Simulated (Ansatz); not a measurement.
# Molecular dynamics, with input and output: NbCl2F3 (part 1 of 2)

System: NbCl2F3.
Method: RKS r2SCAN-rvv10/def2-SVP (Ansatz 0.2.0).

The geometry comes from this level: PBE0-D4/def2-TZVP. Figures and captions count atoms from 1; the log counts them from 0 in places.

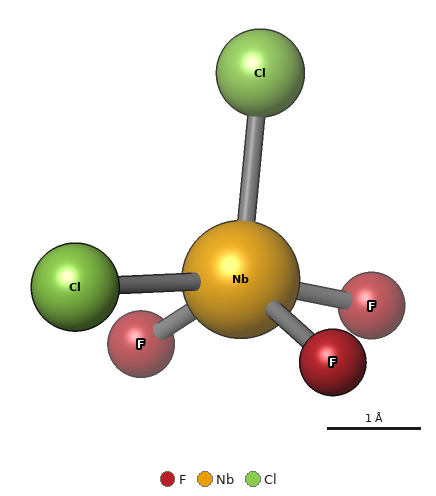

**Figure 1.** The input geometry (ball-and-stick view, seen at a tilt). Sticks mark near contacts.

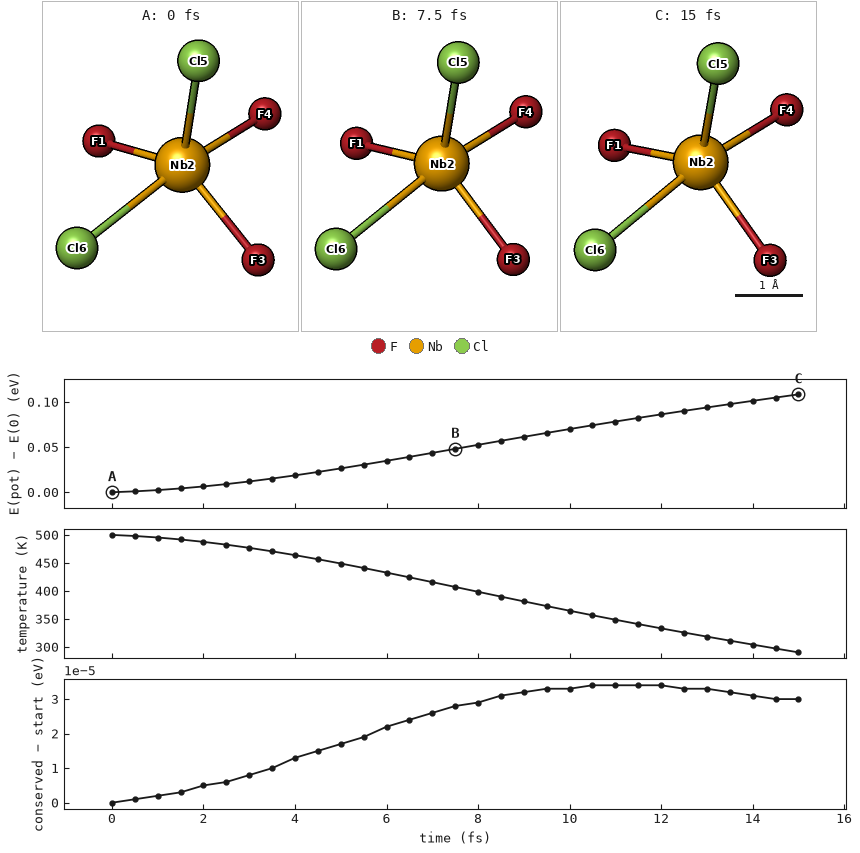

**Figure 2.** Frames of the molecular dynamics (ball-and-stick, seen at a tilt) above the curves, on which the letters mark them. The trajectory kept here has 31 frames over 15 fs. The temperature starts at 500 K, ranges from 290 to 500 K and averages 346 K over the second half. The potential energy ends 0.108 eV above its first value. The conserved quantity stays within 3.4e-05 eV. After an unweighted best fit of the last frame on the first, the root-mean-square displacement is 0.07 Å.

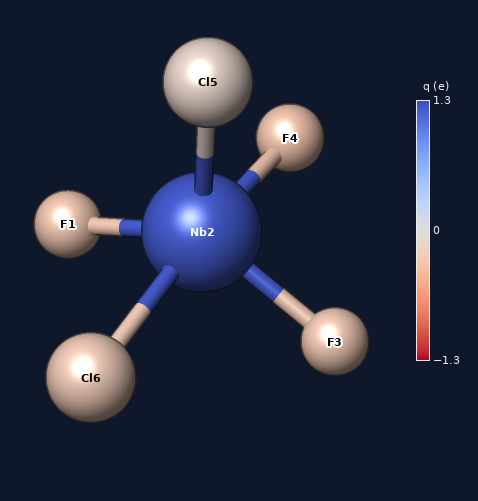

**Figure 3.** Mulliken charges, as the colour of each atom (ball-and-stick view, seen at a tilt; atoms are numbered from 1 in the order of the input). By element: F −0.30 to −0.26, Nb +1.21 and Cl −0.24 to −0.12 e.

These pictures come from the run below.

Input file:
```yaml
crystal:
  periodic: [false, false, false]
  atoms:
    - {symbol: F, position_ang: [-1.424521, -0.875192, 0.795891]}
    - {symbol: Nb, position_ang: [0.013340, -0.080928, -0.021047]}
    - {symbol: F, position_ang: [1.793974, -0.469802, 0.188262]}
    - {symbol: F, position_ang: [-0.038930, -1.489961, -1.237992]}
    - {symbol: Cl, position_ang: [-0.473721, 1.493292, -1.550651]}
    - {symbol: Cl, position_ang: [0.171959, 1.358491, 1.779434]}
basis:
  gaussian: {orbitals: def2-SVP}
hamiltonian: {xc: {name: r2SCAN}, dispersion: rvv10}
md: {timestep: 0.5 fs, n_steps: 30, ensemble: nve, temperature: 500, initial_velocities: maxwell_boltzmann, seed: 155}
```

Launch command:
```bash
ansatz run in.yaml --threads 4 --pin off --events-out ev --progress --plain --max-ram 10444MiB
```

Output:
```
Functional definition: r2SCAN+rVV10
  name "r2SCAN+rVV10"
  cite "Furness, Kaplan, Ning, Perdew & Sun, J. Phys. Chem. Lett. 11, 8208 (2020) doi:10.1021/acs.jpclett.0c02405"
  cite "Furness, Kaplan, Ning, Perdew & Sun, J. Phys. Chem. Lett. 11, 9248 (2020) doi:10.1021/acs.jpclett.0c03077"
  cite "Vydrov & Van Voorhis, J. Chem. Phys. 133, 244103 (2010) doi:10.1063/1.3521275"
  cite "Sabatini, Gorni & de Gironcoli, Phys. Rev. B 87, 041108(R) (2013) doi:10.1103/PhysRevB.87.041108"
  cite "Ning et al., Phys. Rev. B 106, 075422 (2022) doi:10.1103/PhysRevB.106.075422"
  parent "r2scan"
  parameter k0 = 0.174
  parameter k1 = 0.065
  parameter a1 = 4.9479
  exchange = r2scan_x(k0 = k0, k1 = k1, a1 = a1)
  correlation = r2scan_c + rvv10(11.95, 0.0093)
1111 factors; their error is unknown
mean field evaluation 1: about -34727.9204 eV, gradient 5.9e1 eV
mean field evaluation 2: about -34599.8673 eV, gradient 2.8e2 eV
mean field evaluation 4: about -34732.4574 eV, gradient 2.8e1 eV
mean field evaluation 8: about -34733.8255 eV, gradient 2.2e-1 eV
mean field evaluation 16: about -34733.7691 eV, gradient 1.1e-3 eV
mean field -34733.76911825 eV, -1276.4424717012 hartree, gradient 2.8e-5 eV, S^2 0.000000; 0 other end points of the search recorded, 0 dependent functions left out
the calculation of the forces begins
reference -34733.76914635 eV, -1276.4424727339 hartree; 37, 37 occupied and 72, 72 virtual orbitals, 1111 factors
md step     0: t =     0.00 fs  T =   500.0 K  F+E_penalty+E_count = -34733.76911825 eV  E_kin = 0.258520 eV  conserved = -34733.51059825 eV  (31 SCF iters)
these checks for a lower state are left out or cut short: starts, cluster_reference, orbital_swaps, neighbouring_geometries, increment
1111 factors; their error is unknown
mean field -34733.76814634 eV, -1276.4424359845 hartree, gradient 7.8e-6 eV, S^2 0.000000; 0 other end points of the search recorded, 0 dependent functions left out
the calculation of the forces begins
reference -34733.76817444 eV, -1276.4424370171 hartree; 37, 37 occupied and 72, 72 virtual orbitals, 1111 factors
md step     1: t =     0.50 fs  T =   498.1 K  F+E_penalty+E_count = -34733.76814634 eV  E_kin = 0.257549 eV  conserved = -34733.51059743 eV  (35 SCF iters)
[... from here on the SCF iterations and repeated set-up lines of each step are left out, up to the last step ...]
md step     2: t =     1.00 fs  T =   495.4 K  F+E_penalty+E_count = -34733.76674074 eV  E_kin = 0.256144 eV  conserved = -34733.51059634 eV  (35 SCF iters)
md step     3: t =     1.50 fs  T =   491.9 K  F+E_penalty+E_count = -34733.76491867 eV  E_kin = 0.254324 eV  conserved = -34733.51059498 eV  (36 SCF iters)
md step     4: t =     2.00 fs  T =   487.6 K  F+E_penalty+E_count = -34733.76270158 eV  E_kin = 0.252108 eV  conserved = -34733.51059343 eV  (36 SCF iters)
md step     5: t =     2.50 fs  T =   482.6 K  F+E_penalty+E_count = -34733.76011448 eV  E_kin = 0.249523 eV  conserved = -34733.51059163 eV  (36 SCF iters)
md step     6: t =     3.00 fs  T =   476.9 K  F+E_penalty+E_count = -34733.75718586 eV  E_kin = 0.246596 eV  conserved = -34733.51058965 eV  (36 SCF iters)
md step     7: t =     3.50 fs  T =   470.7 K  F+E_penalty+E_count = -34733.75394713 eV  E_kin = 0.243359 eV  conserved = -34733.51058763 eV  (36 SCF iters)
md step     8: t =     4.00 fs  T =   463.9 K  F+E_penalty+E_count = -34733.75043163 eV  E_kin = 0.239846 eV  conserved = -34733.51058540 eV  (36 SCF iters)
md step     9: t =     4.50 fs  T =   456.6 K  F+E_penalty+E_count = -34733.74667467 eV  E_kin = 0.236092 eV  conserved = -34733.51058310 eV  (36 SCF iters)
md step    10: t =     5.00 fs  T =   449.0 K  F+E_penalty+E_count = -34733.74271243 eV  E_kin = 0.232132 eV  conserved = -34733.51058079 eV  (36 SCF iters)
md step    11: t =     5.50 fs  T =   441.0 K  F+E_penalty+E_count = -34733.73858136 eV  E_kin = 0.228003 eV  conserved = -34733.51057850 eV  (36 SCF iters)
md step    12: t =     6.00 fs  T =   432.7 K  F+E_penalty+E_count = -34733.73431748 eV  E_kin = 0.223741 eV  conserved = -34733.51057629 eV  (36 SCF iters)
md step    13: t =     6.50 fs  T =   424.3 K  F+E_penalty+E_count = -34733.72995551 eV  E_kin = 0.219382 eV  conserved = -34733.51057395 eV  (36 SCF iters)
md step    14: t =     7.00 fs  T =   415.7 K  F+E_penalty+E_count = -34733.72552914 eV  E_kin = 0.214957 eV  conserved = -34733.51057198 eV  (36 SCF iters)
md step    15: t =     7.50 fs  T =   407.1 K  F+E_penalty+E_count = -34733.72106903 eV  E_kin = 0.210499 eV  conserved = -34733.51057020 eV  (35 SCF iters)
md step    16: t =     8.00 fs  T =   398.5 K  F+E_penalty+E_count = -34733.71660322 eV  E_kin = 0.206035 eV  conserved = -34733.51056863 eV  (36 SCF iters)
md step    17: t =     8.50 fs  T =   389.9 K  F+E_penalty+E_count = -34733.71215632 eV  E_kin = 0.201589 eV  conserved = -34733.51056711 eV  (32 SCF iters)
md step    18: t =     9.00 fs  T =   381.4 K  F+E_penalty+E_count = -34733.70774986 eV  E_kin = 0.197184 eV  conserved = -34733.51056602 eV  (36 SCF iters)
md step    19: t =     9.50 fs  T =   373.0 K  F+E_penalty+E_count = -34733.70340100 eV  E_kin = 0.192836 eV  conserved = -34733.51056518 eV  (36 SCF iters)
md step    20: t =    10.00 fs  T =   364.7 K  F+E_penalty+E_count = -34733.69912313 eV  E_kin = 0.188559 eV  conserved = -34733.51056457 eV  (36 SCF iters)
md step    21: t =    10.50 fs  T =   356.6 K  F+E_penalty+E_count = -34733.69492574 eV  E_kin = 0.184362 eV  conserved = -34733.51056422 eV  (36 SCF iters)
md step    22: t =    11.00 fs  T =   348.6 K  F+E_penalty+E_count = -34733.69081445 eV  E_kin = 0.180250 eV  conserved = -34733.51056410 eV  (36 SCF iters)
md step    23: t =    11.50 fs  T =   340.8 K  F+E_penalty+E_count = -34733.68679129 eV  E_kin = 0.176227 eV  conserved = -34733.51056419 eV  (36 SCF iters)
md step    24: t =    12.00 fs  T =   333.2 K  F+E_penalty+E_count = -34733.68285500 eV  E_kin = 0.172291 eV  conserved = -34733.51056446 eV  (36 SCF iters)
md step    25: t =    12.50 fs  T =   325.8 K  F+E_penalty+E_count = -34733.67900143 eV  E_kin = 0.168437 eV  conserved = -34733.51056488 eV  (36 SCF iters)
md step    26: t =    13.00 fs  T =   318.5 K  F+E_penalty+E_count = -34733.67522404 eV  E_kin = 0.164659 eV  conserved = -34733.51056549 eV  (36 SCF iters)
md step    27: t =    13.50 fs  T =   311.3 K  F+E_penalty+E_count = -34733.67151420 eV  E_kin = 0.160948 eV  conserved = -34733.51056612 eV  (36 SCF iters)
md step    28: t =    14.00 fs  T =   304.2 K  F+E_penalty+E_count = -34733.66786203 eV  E_kin = 0.157295 eV  conserved = -34733.51056680 eV  (36 SCF iters)
md step    29: t =    14.50 fs  T =   297.2 K  F+E_penalty+E_count = -34733.66425677 eV  E_kin = 0.153689 eV  conserved = -34733.51056750 eV  (36 SCF iters)
these checks for a lower state are left out or cut short: starts, cluster_reference, orbital_swaps, neighbouring_geometries, increment
1111 factors; their error is unknown
mean field -34733.66068732 eV, -1276.4384869382 hartree, gradient 9.4e-6 eV, S^2 0.000000; 0 other end points of the search recorded, 0 dependent functions left out
the calculation of the forces begins
reference -34733.66071535 eV, -1276.4384879683 hartree; 37, 37 occupied and 72, 72 virtual orbitals, 1111 factors
1111 factors; their error is unknown
mean field evaluation 256: about -34733.6530 eV, gradient 5.5e0 eV
mean field -34733.66068732 eV, -1276.4384869382 hartree, gradient 1.0e-5 eV, S^2 0.000000; 1 other end points of the search recorded, 0 dependent functions left out
the calculation of the forces begins
reference -34733.66071535 eV, -1276.4384879683 hartree; 37, 37 occupied and 72, 72 virtual orbitals, 1111 factors
md step    30: t =    15.00 fs  T =   290.3 K  F+E_penalty+E_count = -34733.66068732 eV  E_kin = 0.150119 eV  conserved = -34733.51056819 eV  (32 SCF iters)
Total energy: -34733.66071535 eV, -1276.4384879683 hartree
Atom 0 at    -1.409666    -0.907246     0.876588 Å, force     0.172571     0.032362    -0.394080 eV/Å
Atom 1 at    -0.014087    -0.104650    -0.044641 Å, force    -0.344386    -0.062845     1.329112 eV/Å
Atom 2 at     1.759459    -0.380201     0.247218 Å, force     0.715131    -0.499043    -0.275572 eV/Å
Atom 3 at    -0.033760    -1.484489    -1.321257 Å, force     0.025998     0.174746     0.384564 eV/Å
Atom 4 at    -0.427928     1.487218    -1.535043 Å, force    -0.277877     0.622616    -0.612707 eV/Å
Atom 5 at     0.205810     1.392963     1.795442 Å, force    -0.291438    -0.267835    -0.431316 eV/Å
Dipole moment:    -0.057683     0.030442    -0.231804 e Å
```

Trajectory as extended XYZ (Å, eV, eV/Å), 31 frames, from step=0 to step=30:
```
6
Properties=species:S:1:pos:R:3:forces:R:3 step=0 time_fs=0.0 energy=-34733.76912 temperature=500.0
F    -1.4245   -0.8752    0.7959   -0.2807  -0.1592   0.1303
Nb    0.0133   -0.0809   -0.0210    0.0030   0.0257   0.0330
F     1.7940   -0.4698    0.1883    0.3381  -0.0812   0.0135
F    -0.0389   -1.4900   -1.2380   -0.0040  -0.2109  -0.1618
Cl   -0.4737    1.4933   -1.5507   -0.0789   0.2441  -0.2548
Cl    0.1720    1.3585    1.7794    0.0224   0.1816   0.2397
6
Properties=species:S:1:pos:R:3:forces:R:3 step=1 time_fs=0.5 energy=-34733.76815 temperature=498.1
F    -1.4238   -0.8761    0.7987   -0.2663  -0.1562   0.1141
Nb    0.0126   -0.0817   -0.0221   -0.0658   0.0398   0.0919
F     1.7912   -0.4662    0.1903    0.4115  -0.1097   0.0097
F    -0.0388   -1.4896   -1.2408   -0.0033  -0.2062  -0.1505
Cl   -0.4720    1.4926   -1.5497   -0.0885   0.2679  -0.2784
Cl    0.1732    1.3596    1.7800    0.0124   0.1644   0.2133
6
Properties=species:S:1:pos:R:3:forces:R:3 step=2 time_fs=1.0 energy=-34733.76674 temperature=495.4
F    -1.4232   -0.8770    0.8015   -0.2507  -0.1525   0.0970
Nb    0.0119   -0.0825   -0.0231   -0.1347   0.0519   0.1502
F     1.7886   -0.4627    0.1924    0.4837  -0.1376   0.0059
F    -0.0386   -1.4892   -1.2436   -0.0025  -0.2005  -0.1385
Cl   -0.4703    1.4920   -1.5487   -0.0980   0.2914  -0.3016
Cl    0.1744    1.3608    1.7806    0.0023   0.1473   0.1869
6
Properties=species:S:1:pos:R:3:forces:R:3 step=3 time_fs=1.5 energy=-34733.76492 temperature=491.9
F    -1.4226   -0.8779    0.8044   -0.2341  -0.1480   0.0794
Nb    0.0112   -0.0834   -0.0240   -0.2031   0.0621   0.2080
F     1.7860   -0.4592    0.1944    0.5542  -0.1649   0.0021
F    -0.0385   -1.4889   -1.2464   -0.0016  -0.1940  -0.1257
Cl   -0.4687    1.4914   -1.5478   -0.1073   0.3146  -0.3244
Cl    0.1756    1.3619    1.7811   -0.0080   0.1301   0.1606
6
Properties=species:S:1:pos:R:3:forces:R:3 step=4 time_fs=2.0 energy=-34733.76270 temperature=487.6
F    -1.4220   -0.8789    0.8072   -0.2166  -0.1428   0.0611
Nb    0.0104   -0.0842   -0.0250   -0.2704   0.0704   0.2651
F     1.7834   -0.4557    0.1965    0.6226  -0.1914  -0.0019
F    -0.0383   -1.4886   -1.2492   -0.0007  -0.1866  -0.1121
Cl   -0.4670    1.4908   -1.5469   -0.1164   0.3373  -0.3467
Cl    0.1768    1.3631    1.7817   -0.0183   0.1131   0.1345
6
Properties=species:S:1:pos:R:3:forces:R:3 step=5 time_fs=2.5 energy=-34733.76011 temperature=482.6
F    -1.4215   -0.8799    0.8100   -0.1984  -0.1369   0.0423
Nb    0.0097   -0.0850   -0.0260   -0.3361   0.0768   0.3214
F     1.7810   -0.4522    0.1985    0.6884  -0.2172  -0.0060
F    -0.0381   -1.4883   -1.2521    0.0003  -0.1784  -0.0977
Cl   -0.4653    1.4903   -1.5460   -0.1254   0.3596  -0.3684
Cl    0.1780    1.3643    1.7823   -0.0288   0.0960   0.1084
6
Properties=species:S:1:pos:R:3:forces:R:3 step=6 time_fs=3.0 energy=-34733.75719 temperature=476.9
F    -1.4209   -0.8808    0.8129   -0.1795  -0.1305   0.0230
Nb    0.0090   -0.0858   -0.0270   -0.3996   0.0813   0.3769
F     1.7786   -0.4487    0.2006    0.7512  -0.2420  -0.0103
F    -0.0380   -1.4880   -1.2549    0.0014  -0.1693  -0.0827
Cl   -0.4637    1.4897   -1.5452   -0.1342   0.3814  -0.3896
Cl    0.1792    1.3655    1.7829   -0.0394   0.0791   0.0826
```
